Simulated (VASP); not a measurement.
Band structure of Na (relaxed from the simple-cubic structure, space group Pm-3m). Level of theory: PBEsol GGA, VASP's PBE PAW potentials (set 64) (plane waves; VASP).

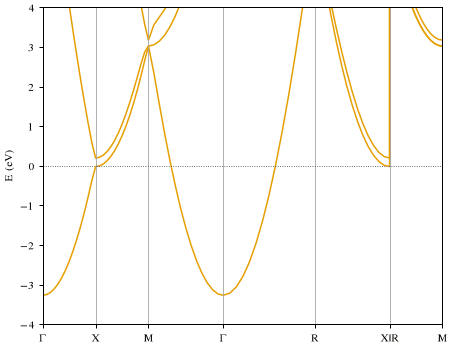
Fig. 1. Bands along high-symmetry lines, zero at the valence-band maximum or, without a gap, the Fermi level

**Question.** Read the plot: is there a gap, and where are the band edges?

**Answer.** It has no gap at this level: it comes out as a metal or semimetal. (Edges off the drawn lines would not show.)

The structure was generated: Na was put into the simple-cubic type (Pm-3m), which need not be its known phase. It was relaxed first, which changed the volume by -11 %.
